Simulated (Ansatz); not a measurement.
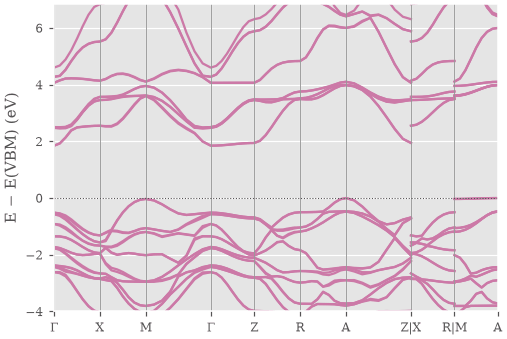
Figure. Band structure from PBE with spin–orbit coupling (plane waves, PAW; program Ansatz)

Q: Read off the gap and where the band edges lie.

A: About 1.8 eV (1.85 eV by a search for the band edges); maximum at A, minimum at Γ.

The material is BaTiO$_{3}$ in space group P4mm (No. 99; Ba on 1b, Ti on 1a, O on 2c, O on 1a).

The cell was relaxed with PBE under the symmetry of its start. No spin polarisation was allowed.

Potentials: the earlier of the program's two PAW sets.
